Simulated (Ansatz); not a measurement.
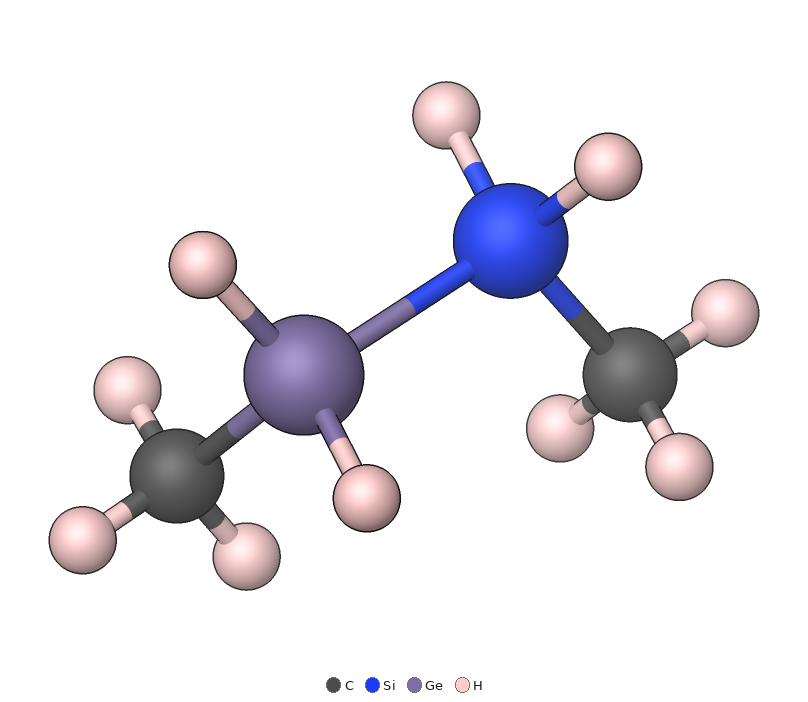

Computed geometry: PBE-D4/def2-SVP optimisation. No frequency run is at hand to confirm it as a minimum.

Give the structural formula.

SMILES: C[SiH2][GeH2][CH3]

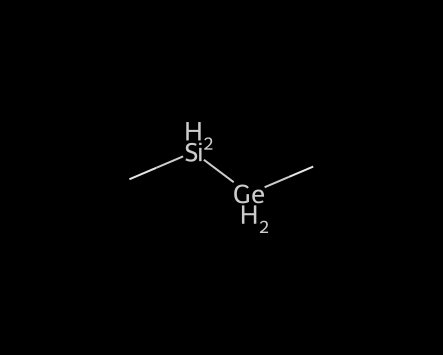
